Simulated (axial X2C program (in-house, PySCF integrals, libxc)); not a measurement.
# ScO: from the state search to constants

What are the state, bond length, wavenumber and bond energy of ScO, and what does spin–orbit coupling change?

Program: an in-house X2C program for linear molecules on PySCF integrals. Level of theory: all-electron X2C, Sc dyall-cv3z, O dyall-av3z. These are calculated values, not measurements.

**1. The job**

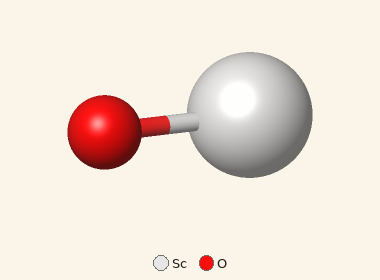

The two atoms at 1.730 Å (scandium white, oxygen red).

task.json

```json
{
 "zs": [
  21,
  8
 ],
 "q": 0,
 "bas": [
  "dyall-cv3z",
  "dyall-av3z"
 ],
 "levels": [
  "PBE0",
  "HF",
  "BHandHLYP"
 ],
 "cc": true,
 "r0": 1.73,
 "thr": -1.0,
 "nmax": 90,
 "npts": 10,
 "nst": 2,
 "ntry": 6
}
```

Keys: zs atomic numbers; q charge; bas basis sets; levels methods (HF also brings MP2); cc coupled cluster on or off; r0 starting distance in Å; thr threshold in hartree for freezing inner shells (an s shell follows its p shell); nmax most natural virtual spinors; npts points asked for on the curve; nst determinants followed; ntry starts of the search.

Command:

```console
> python so2c.py task.json out
```

Spin-free means the one-electron spin-free X2C Hamiltonian; two-component (2c) means X2C with spin–orbit coupling and atomic mean-field two-electron Coulomb and Gaunt terms. Basis: Sc dyall-cv3z contracted to [10s11p7d5f2g], O dyall-av3z contracted to [7s6p3d2f]; Gaussian nuclei, density fitting. Masses: Sc 44.956 u, O 15.995 u.

Notation: σ, π±, δ± give the projection m of an orbital's angular momentum (0, ±1, ±2), α and β its spin, Λ and M_S the sums; ω is the projection of a spinor's total angular momentum and Ω the sum. Logs are in hartree.

The results follow Hamiltonian by Hamiltonian and level by level.

**2. State search with PBE0**

PBE0 moves the distance from 1.730 Å to 1.646 Å and compares determinants there.

Spin-free determinants:

```json
{"ΔE (eV)": "0.00", "state": "M_S = 1/2, Λ = 0", "open shells": "beyond closed shells: σα"}
{"ΔE (eV)": "1.75", "state": "M_S = 1/2, Λ = 2", "open shells": "beyond closed shells: δ+α"}
{"ΔE (eV)": "1.88", "state": "M_S = 1/2, Λ = 1", "open shells": "beyond closed shells: π+α"}
{"ΔE (eV)": "4.10", "state": "M_S = 1/2, Λ = 1", "open shells": "beyond closed shells: π+α, π+β, π-α"}
{"ΔE (eV)": "4.54", "state": "M_S = 1/2, Λ = 1", "open shells": "beyond closed shells: σα, π+β, π-α, π-β, δ+α"}
{"ΔE (eV)": "4.60", "state": "M_S = 3/2, Λ = 1", "open shells": "beyond closed shells: 2 × σα, π+α"}
```

Two-component determinants:

| ΔE (eV) | state | open shells |
| --- | --- | --- |
| 0.00 | Ω = 1/2 | excess of +ω over −ω: ω = 1/2 |
| 1.74 | Ω = 3/2 | excess of +ω over −ω: ω = 3/2 |
| 1.76 | Ω = 5/2 | excess of +ω over −ω: ω = 5/2 |
| 4.03 | Ω = 7/2 | excess of +ω over −ω: 2 × ω = 1/2, ω = 5/2 |
| 4.10 | Ω = 3/2 | excess of +ω over −ω: ω = 3/2 |
| 4.50 | Ω = 9/2 | excess of +ω over −ω: ω = 1/2, ω = 3/2, ω = 5/2 |
| 4.51 | Ω = 5/2 | excess of +ω over −ω: ω = -1/2, 2 × ω = 3/2 |

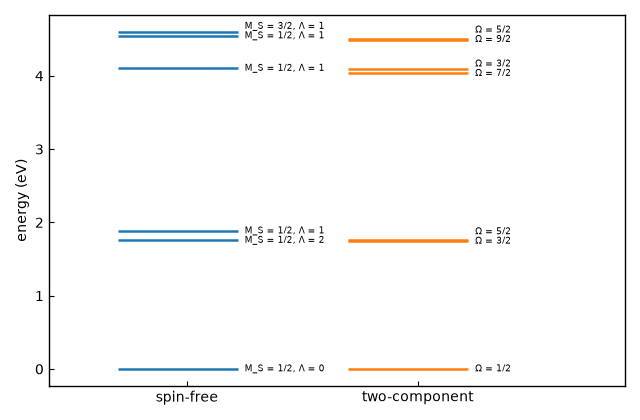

The determinants found, each set from its own lowest.

**3. PBE0, spin-free**

State followed: M_S = 1/2, Λ = 0 (beyond closed shells: σα). The scan is laid around 1.646 Å, a first estimate of the minimum, and this SCF restarts from the orbitals of the search.

Output at 1.646 Å:

```text
spin-free X2C-1e  PBE0
basis functions 185  fitting functions 969  grid points 5076
iter        total energy     max residual
   1       -839.342187652     2.51e-05
   2       -839.342187623     5.34e-05
   3       -839.342187663     6.90e-06
   4       -839.342187664     3.94e-06
converged
one-electron -1258.15642098  Coulomb 412.45964713  exact exchange -11.64203158  xc functional -36.01417898  nuclear repulsion 54.01079674
```

Along the bond, energies from the lowest point:

| R (Å) | E (eV) | μ (D) | HOMO (eV) | LUMO (eV) | iterations |
| --- | --- | --- | --- | --- | --- |
| 1.432 | 1.4147 | -1.86 | -4.25 | -1.90 | 14 |
| 1.498 | 0.6104 | -2.49 | -4.43 | -2.03 | 13 |
| 1.547 | 0.2501 | -2.93 | -4.55 | -2.13 | 14 |
| 1.597 | 0.0566 | -3.35 | -4.67 | -2.23 | 14 |
| 1.646 | 0.0000 | -3.75 | -4.79 | -2.32 | 4 |
| 1.704 | 0.0715 | -4.19 | -4.91 | -2.43 | 16 |
| 1.761 | 0.2575 | -4.60 | -5.03 | -2.53 | 16 |
| 1.835 | 0.6190 | -5.11 | -5.16 | -2.65 | 17 |
| 1.926 | 1.1826 | -5.68 | -5.31 | -2.78 | 17 |
| 2.058 | 2.1196 | -6.43 | -5.48 | -2.91 | 20 |

Dipoles are positive if O is the positive end.

Outer orbitals at the reference distance:

| symmetry | occupied | ε (eV) | atomic character |
| --- | --- | --- | --- |
| σβ | yes | -22.93 | 66% O s, 11% Sc d, 11% Sc p |
| σα | yes | -22.87 | 67% O s, 12% Sc d, 11% Sc p |
| π-β | yes | -8.33 | 72% O p, 20% Sc d, 3% Sc f |
| π+β | yes | -8.33 | 72% O p, 20% Sc d, 3% Sc f |
| π-α | yes | -8.30 | 71% O p, 21% Sc d, 3% Sc f |
| π+α | yes | -8.30 | 71% O p, 21% Sc d, 3% Sc f |
| σβ | yes | -8.13 | 70% O p, 21% Sc d, 4% Sc p |
| σα | yes | -8.11 | 68% O p, 23% Sc d, 4% Sc p |
| σα | yes | -4.79 | 65% Sc s, 14% Sc p, 9% O p |
| σβ | no | -2.32 | 68% Sc s, 10% Sc p, 8% O p |
| π+α | no | -1.48 | 64% Sc p, 28% Sc d, 8% O p |
| π-α | no | -1.48 | 64% Sc p, 28% Sc d, 8% O p |
| δ-α | no | -1.44 | 98% Sc d |

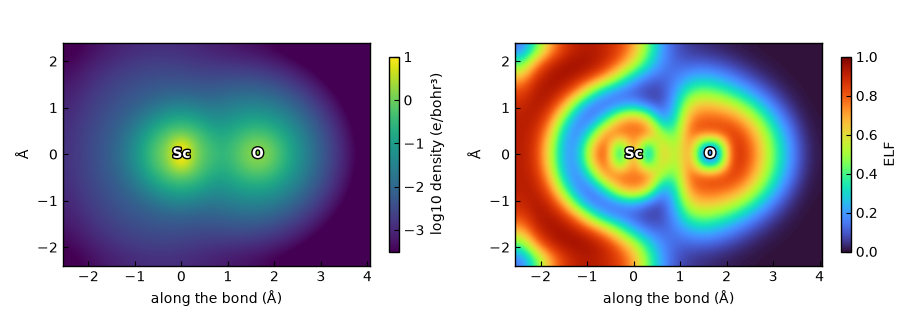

PBE0 fields in a plane through the axis, from a grid of 0.3 Å; Sc lies at z = 0 and O at z = 1.646 Å; the ELF is damped to zero where the density is low.

Re = 1.645 Å, ωe = 1021 cm⁻¹, ωexe = 3.45 cm⁻¹, Be = 0.5281 cm⁻¹, De = 6.98 eV, μ = -3.74 D.

**4. HF, spin-free**

The SCF at the reference distance of 1.646 Å:

```text
spin-free X2C-1e  HF
basis functions 185  fitting functions 969  grid points 5076
iter        total energy     max residual
   1       -838.254103431     1.73e-01
   2       -838.277528641     1.59e-02
   3       -838.277724224     1.95e-02
   4       -838.283401936     2.37e-03
   5       -838.283684315     1.57e-03
   6       -838.283801588     8.54e-04
   7       -838.283862581     3.07e-04
   8       -838.283873711     1.03e-04
   9       -838.283874619     5.15e-05
  10       -838.283874779     2.70e-05
  11       -838.283874858     1.61e-05
  12       -838.283874914     9.26e-06
  13       -838.283874926     4.93e-06
  14       -838.283874928     1.50e-06
converged
one-electron -1256.83735384  Coulomb 411.16265050  exact exchange -46.61996833  xc functional 0.00000000  nuclear repulsion 54.01079674
```

Re = 1.649 Å, ωe = 1048 cm⁻¹, Be = 0.5255 cm⁻¹, De = 3.16 eV, μ = -4.39 D.

**5. BHandHLYP, spin-free**

Output at 1.646 Å:

```text
spin-free X2C-1e  BHandHLYP
basis functions 185  fitting functions 969  grid points 5076
iter        total energy     max residual
   1       -839.544799861     5.48e-02
   2       -839.544270608     1.47e-02
   3       -839.538668662     2.60e-02
   4       -839.547592044     6.11e-04
   5       -839.547603633     2.33e-04
   6       -839.547606098     1.33e-04
   7       -839.547607056     5.60e-05
   8       -839.547607346     2.95e-05
   9       -839.547607410     1.16e-05
  10       -839.547607422     2.67e-06
  11       -839.547607423     1.35e-06
converged
one-electron -1257.91462110  Coulomb 412.22938443  exact exchange -23.29665532  xc functional -24.57651217  nuclear repulsion 54.01079674
```

Re = 1.644 Å, ωe = 1040 cm⁻¹, ωexe = 3.21 cm⁻¹, Be = 0.5288 cm⁻¹, De = 5.79 eV, μ = -4.26 D.

**6. MP2 and beyond, spin-free**

Correlated methods: 9 electrons correlated (frozen shells, counted by type: Sc 3 s, 2 p; O 1 s), 301 virtual spinors in MP2, 89 natural virtuals in coupled cluster.

Output of the correlated part at 1.646 Å:

```text
correlated 9  virtual 301  natural virtual 89  E(MP2) -0.335911933  MP2 remainder -0.007465069
iter   CCSD correlation   residual
   1     -0.285995560   2.35e-01
   2     -0.304457063   1.58e-01
   3     -0.307446789   2.61e-02
   4     -0.307927619   1.17e-02
   5     -0.308041312   3.70e-03
   6     -0.308051528   1.54e-03
   7     -0.308025348   6.45e-04
   8     -0.308035986   2.00e-04
   9     -0.308038984   6.44e-05
  10     -0.308037061   2.96e-05
  11     -0.308037816   1.63e-05
  12     -0.308037812   5.19e-06
(T) -0.021958858  T1 0.0433  D1 0.0648  max T2 0.054
```

T1 in the output is the amplitude norm over the root of the electron number; divide by √2 for the Lee–Taylor value.

MP2: No constants are quoted: the points don't follow one smooth fit.

CCSD: Re = 1.669 Å, ωe = 1001 cm⁻¹, ωexe = 3.02 cm⁻¹, Be = 0.5127 cm⁻¹, De = 6.11 eV. T1 at Re = 0.032 (Lee–Taylor, the printed value over √2).

CCSD(T): Re = 1.687 Å, ωe = 958 cm⁻¹, Be = 0.502 cm⁻¹, De = 6.62 eV. T1 at Re = 0.033 (Lee–Taylor, the printed value over √2).

**7. A higher determinant, spin-free**

State: M_S = 1/2, Λ = 2 (beyond closed shells: δ+α).

Output at the reference distance:

```text
spin-free X2C-1e  PBE0
basis functions 185  fitting functions 969  grid points 5076
iter        total energy     max residual
   1       -839.277746770     1.09e-05
   2       -839.277746774     1.39e-05
   3       -839.277746776     1.13e-05
converged
one-electron -1261.01267633  Coulomb 415.53183698  exact exchange -11.67765609  xc functional -36.13004808  nuclear repulsion 54.01079674
```

| R (Å) | E above the lowest PBE0 point (eV) |
| --- | --- |
| 1.432 | 3.552 |
| 1.498 | 2.647 |
| 1.547 | 2.199 |
| 1.597 | 1.910 |
| 1.646 | 1.754 |
| 1.704 | 1.705 |
| 1.761 | 1.770 |
| 1.835 | 1.977 |
| 1.926 | 2.357 |

Re = 1.697 Å, ωe = 899 cm⁻¹, ωexe = 3.48 cm⁻¹, Be = 0.4963 cm⁻¹, μ = -7.75 D. Te = 1.70 eV.

**8. The spin-free curves together**

Energy (eV) of the followed determinant, spin-free, from each level's lowest point:

| R (Å) | PBE0 | HF | MP2 | CCSD | CCSD(T) | BHandHLYP |
| --- | --- | --- | --- | --- | --- | --- |
| 1.432 | 1.415 | 1.501 | 1.932 | n/a | n/a | 1.430 |
| 1.498 | 0.610 | 0.666 | 0.955 | 0.812 | 0.949 | 0.617 |
| 1.547 | 0.250 | 0.283 | 0.481 | 0.377 | 0.479 | 0.252 |
| 1.597 | 0.057 | 0.070 | 0.183 | 0.116 | 0.182 | 0.056 |
| 1.646 | 0.000 | 0.000 | 0.031 | 0.000 | 0.031 | 0.000 |
| 1.704 | 0.072 | 0.066 | 0.000 | 0.012 | 0.000 | 0.077 |
| 1.761 | 0.258 | 0.259 | 0.093 | 0.148 | 0.092 | 0.273 |
| 1.835 | 0.619 | 0.646 | 0.351 | 0.460 | 0.347 | 0.654 |
| 1.926 | 1.183 | 1.257 | 0.984 | n/a | n/a | 1.252 |
| 2.058 | 2.120 | 2.283 | 2.054 | n/a | n/a | 2.253 |

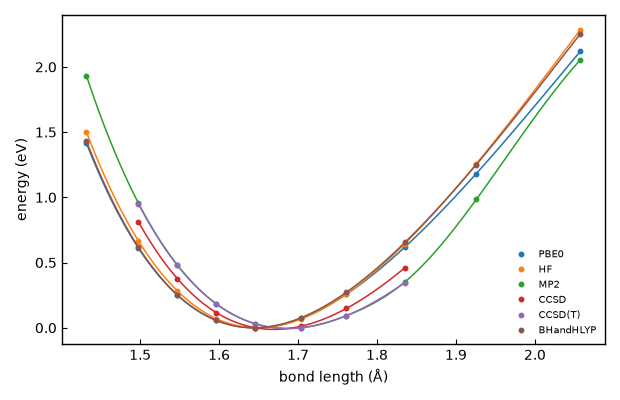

Curves of the followed state, spin-free, each from its own lowest point.

**9. PBE0, 2c**

State followed: Ω = 1/2 (excess of +ω over −ω: ω = 1/2). The scan is laid around 1.646 Å, a first estimate of the minimum, and this SCF restarts from the orbitals of the search.

The SCF at the reference distance of 1.646 Å:

```text
two-component X2C + atomic mean field  PBE0
basis functions 185  fitting functions 969  grid points 5076
iter        total energy     max residual
   1       -839.178012058     5.16e-06
   2       -839.178012058     7.53e-06
converged
one-electron -1257.73458178  Coulomb 412.35711164  exact exchange -11.63904590  xc functional -36.00499705  nuclear repulsion 54.01079674  atomic mean-field constant -0.16729570
```

Along the bond, energies from the lowest point:

| R (Å) | E (eV) | μ (D) | HOMO (eV) | LUMO (eV) | iterations |
| --- | --- | --- | --- | --- | --- |
| 1.432 | 1.4135 | -1.85 | -4.24 | -1.89 | 15 |
| 1.498 | 0.6097 | -2.48 | -4.42 | -2.03 | 13 |
| 1.547 | 0.2497 | -2.93 | -4.55 | -2.13 | 13 |
| 1.597 | 0.0565 | -3.34 | -4.67 | -2.23 | 14 |
| 1.646 | 0.0000 | -3.74 | -4.78 | -2.32 | 2 |
| 1.704 | 0.0717 | -4.18 | -4.91 | -2.43 | 16 |
| 1.761 | 0.2578 | -4.60 | -5.02 | -2.53 | 16 |
| 1.835 | 0.6194 | -5.10 | -5.16 | -2.65 | 17 |
| 1.926 | 1.1830 | -5.68 | -5.31 | -2.78 | 17 |
| 2.058 | 2.1201 | -6.42 | -5.48 | -2.91 | 20 |

Dipoles are positive if O is the positive end.

Outer spinors at the reference distance:

```tsv
ω	occupied	ε (eV)	atomic character	λ mixture
-1/2	yes	-22.93	66% O s, 11% Sc d, 11% Sc p	100% σ
1/2	yes	-22.87	66% O s, 12% Sc d, 11% Sc p	100% σ
1/2	yes	-8.34	72% O p, 20% Sc d, 3% Sc f	100% π
-3/2	yes	-8.32	72% O p, 20% Sc d, 3% Sc f	100% π
-1/2	yes	-8.31	71% O p, 21% Sc d, 3% Sc f	100% π
3/2	yes	-8.29	71% O p, 21% Sc d, 3% Sc f	100% π
-1/2	yes	-8.13	70% O p, 21% Sc d, 4% Sc p	100% σ
1/2	yes	-8.11	68% O p, 23% Sc d, 4% Sc p	100% σ
1/2	yes	-4.78	65% Sc s, 14% Sc p, 9% O p	100% σ
-1/2	no	-2.32	68% Sc s, 10% Sc p, 8% O p	100% σ
-1/2	no	-1.49	64% Sc p, 28% Sc d, 8% O p	100% π
3/2	no	-1.48	64% Sc p, 28% Sc d, 8% O p	100% π
-3/2	no	-1.45	98% Sc d	100% δ
```

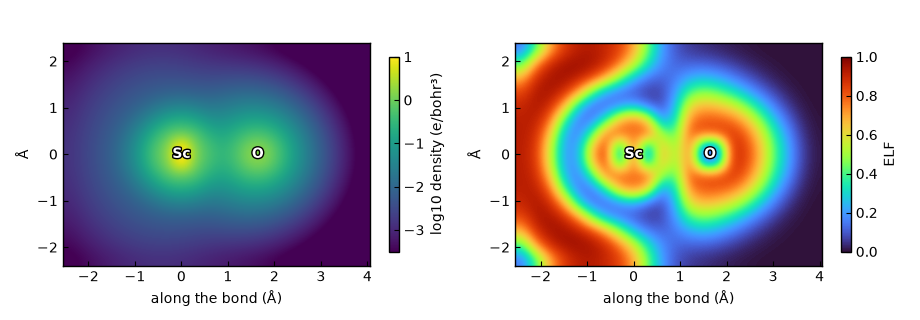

PBE0 fields in a plane through the axis, from a grid of 0.3 Å; Sc lies at z = 0 and O at z = 1.646 Å; the ELF is damped to zero where the density is low.

Re = 1.645 Å, ωe = 1021 cm⁻¹, ωexe = 3.45 cm⁻¹, Be = 0.5282 cm⁻¹, De = 6.98 eV, μ = -3.73 D.

**10. HF, 2c**

The SCF at the reference distance of 1.646 Å:

```text
two-component X2C + atomic mean field  HF
basis functions 185  fitting functions 969  grid points 5076
iter        total energy     max residual
   1       -838.090152711     1.73e-01
   2       -838.113567160     1.59e-02
   3       -838.113756960     1.95e-02
   4       -838.119449712     2.36e-03
   5       -838.119732224     1.56e-03
   6       -838.119849535     8.53e-04
   7       -838.119910540     3.05e-04
   8       -838.119921684     1.04e-04
   9       -838.119922599     5.18e-05
  10       -838.119922761     2.75e-05
  11       -838.119922841     1.62e-05
  12       -838.119922899     9.34e-06
  13       -838.119922911     4.92e-06
  14       -838.119922912     1.46e-06
converged
one-electron -1256.41497646  Coulomb 411.05955049  exact exchange -46.60799798  xc functional 0.00000000  nuclear repulsion 54.01079674  atomic mean-field constant -0.16729570
```

Re = 1.649 Å, ωe = 1048 cm⁻¹, Be = 0.5256 cm⁻¹, De = 3.15 eV, μ = -4.39 D.

**11. BHandHLYP, 2c**

Output at 1.646 Å:

```text
two-component X2C + atomic mean field  BHandHLYP
basis functions 185  fitting functions 969  grid points 5076
iter        total energy     max residual
   1       -839.380582575     5.48e-02
   2       -839.380046323     1.47e-02
   3       -839.374438028     2.61e-02
   4       -839.383375707     6.12e-04
   5       -839.383387335     2.35e-04
   6       -839.383389816     1.34e-04
   7       -839.383390786     5.65e-05
   8       -839.383391080     2.97e-05
   9       -839.383391144     1.16e-05
  10       -839.383391156     2.69e-06
  11       -839.383391157     1.37e-06
converged
one-electron -1257.49253250  Coulomb 412.12659808  exact exchange -23.29068391  xc functional -24.57027387  nuclear repulsion 54.01079674  atomic mean-field constant -0.16729570
```

Re = 1.644 Å, ωe = 1040 cm⁻¹, ωexe = 3.21 cm⁻¹, Be = 0.5288 cm⁻¹, De = 5.79 eV, μ = -4.26 D.

**12. MP2 and beyond, 2c**

Correlated methods: 9 electrons correlated (frozen shells, counted by type: Sc 3 s, 2 p; O 1 s), 301 virtual spinors in MP2, 90 natural virtuals in coupled cluster.

Output of the correlated part at 1.646 Å:

```text
correlated 9  virtual 301  natural virtual 90  E(MP2) -0.335939429  MP2 remainder -0.007215768
iter   CCSD correlation   residual
   1     -0.286189431   2.35e-01
   2     -0.304672591   1.58e-01
   3     -0.307660677   2.62e-02
   4     -0.308141286   1.18e-02
   5     -0.308255813   3.70e-03
   6     -0.308265609   1.53e-03
   7     -0.308239396   6.44e-04
   8     -0.308249970   2.00e-04
   9     -0.308253023   6.41e-05
  10     -0.308251101   2.95e-05
  11     -0.308251857   1.62e-05
  12     -0.308251851   5.20e-06
(T) -0.022007980  T1 0.0434  D1 0.0647  max T2 0.054
```

MP2: No constants are quoted: the points don't follow one smooth fit.

CCSD: Re = 1.669 Å, ωe = 1001 cm⁻¹, Be = 0.513 cm⁻¹, De = 6.10 eV. T1 at Re = 0.032 (Lee–Taylor, the printed value over √2).

CCSD(T): Re = 1.687 Å, ωe = 958 cm⁻¹, Be = 0.5022 cm⁻¹, De = 6.61 eV. T1 at Re = 0.033 (Lee–Taylor, the printed value over √2).

**13. A higher determinant, 2c**

State: Ω = 3/2 (excess of +ω over −ω: ω = 3/2).

Output at the reference distance:

```text
two-component X2C + atomic mean field  PBE0
basis functions 185  fitting functions 969  grid points 5076
iter        total energy     max residual
   1       -839.113960015     6.44e-05
   2       -839.113959527     1.94e-04
   3       -839.113960128     2.61e-05
   4       -839.113960147     2.21e-05
   5       -839.113960190     7.64e-06
   6       -839.113960196     1.94e-06
   7       -839.113960196     5.34e-07
converged
one-electron -1260.59839916  Coulomb 415.43700475  exact exchange -11.67479977  xc functional -36.12126706  nuclear repulsion 54.01079674  atomic mean-field constant -0.16729570
```

| R (Å) | E above the lowest PBE0 point (eV) |
| --- | --- |
| 1.432 | 3.542 |
| 1.498 | 2.636 |
| 1.547 | 2.188 |
| 1.597 | 1.900 |
| 1.646 | 1.743 |
| 1.704 | 1.695 |
| 1.761 | 1.759 |
| 1.835 | 1.966 |
| 1.926 | 2.346 |

Re = 1.697 Å, ωe = 899 cm⁻¹, ωexe = 3.48 cm⁻¹, Be = 0.4962 cm⁻¹, μ = -7.75 D. Te = 1.69 eV.

**14. The 2c curves together**

Energy (eV) of the followed determinant, 2c, from each level's lowest point:

| R (Å) | PBE0 | HF | MP2 | CCSD | CCSD(T) | BHandHLYP |
| --- | --- | --- | --- | --- | --- | --- |
| 1.432 | 1.414 | 1.499 | 1.932 | n/a | n/a | 1.429 |
| 1.498 | 0.610 | 0.665 | 0.955 | 0.811 | 0.948 | 0.616 |
| 1.547 | 0.250 | 0.282 | 0.480 | 0.375 | 0.477 | 0.251 |
| 1.597 | 0.056 | 0.069 | 0.183 | 0.115 | 0.181 | 0.056 |
| 1.646 | 0.000 | 0.000 | 0.031 | 0.000 | 0.030 | 0.000 |
| 1.704 | 0.072 | 0.066 | 0.000 | 0.013 | 0.000 | 0.077 |
| 1.761 | 0.258 | 0.259 | 0.093 | 0.150 | 0.093 | 0.273 |
| 1.835 | 0.619 | 0.646 | 0.352 | 0.462 | 0.347 | 0.655 |
| 1.926 | 1.183 | 1.258 | 0.988 | n/a | n/a | 1.252 |
| 2.058 | 2.120 | 2.284 | 2.078 | n/a | n/a | 2.254 |

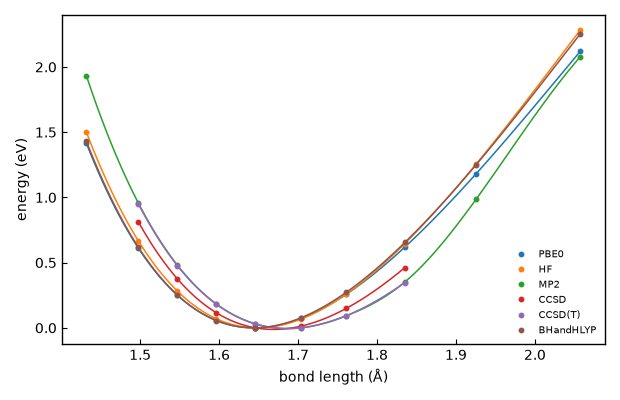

Curves of the followed state, 2c, each from its own lowest point.

Time for the job: 3.2 min (1 thread, shared host).

**15. What came out**

Lowest determinant that the search found at its distance, spin-free: M_S = 1/2, Λ = 0 (beyond closed shells: σα).

Lowest determinant that the search found at its distance, 2c: Ω = 1/2 (excess of +ω over −ω: ω = 1/2).

| Hamiltonian | level | Re (Å) | ωe (cm⁻¹) | De (eV) | μ (D) |
| --- | --- | --- | --- | --- | --- |
| spin-free | PBE0 | 1.645 | 1021 | 6.98 | -3.74 |
| spin-free | HF | 1.649 | 1048 | 3.16 | -4.39 |
| spin-free | CCSD | 1.669 | 1001 | 6.11 | n/a |
| spin-free | CCSD(T) | 1.687 | 958 | 6.62 | n/a |
| spin-free | BHandHLYP | 1.644 | 1040 | 5.79 | -4.26 |
| 2c | PBE0 | 1.645 | 1021 | 6.98 | -3.73 |
| 2c | HF | 1.649 | 1048 | 3.15 | -4.39 |
| 2c | CCSD | 1.669 | 1001 | 6.10 | n/a |
| 2c | CCSD(T) | 1.687 | 958 | 6.61 | n/a |
| 2c | BHandHLYP | 1.644 | 1040 | 5.79 | -4.26 |

Dipoles are positive if O is the positive end. No constants: spin-free MP2 (the points don't follow one smooth fit); 2c MP2 (the points don't follow one smooth fit).

Time per point (s) on 1 thread, shared host (2c runs; CCSD comes with the CCSD(T) run); the times are rough: PBE0 0.98, HF 0.77, CCSD(T) 5.6, BHandHLYP 1.1.

**Reading.** At CCSD(T), going from spin-free to two-component changes Re by 0 mÅ, ωe by 0.0 %; the spin-free picture holds up (part of it comes from the scalar share of the two-electron terms). De moves by -0.02 eV; both De rest on single-determinant atoms, which can miss part of an open shell's spin–orbit lowering.

De refers to Sc + O, each in the lowest determinant found, which need not be this curve's own limit. Each curve is one determinant whose occupation by symmetry is held fixed; it was picked as the lowest of a PBE0 search that is not exhaustive. De is counted from the lowest determinant-based energies of the atoms at the same level, without counterpoise correction. Density functionals use the spin component along the axis (collinear). Coupled cluster ran in a truncated set of natural virtual spinors; the MP2 energy of the rest was added. The spin-free determinant is spin-contaminated at some levels. T1 at Re is 0.033 (Lee–Taylor), above the customary mark of 0.02.
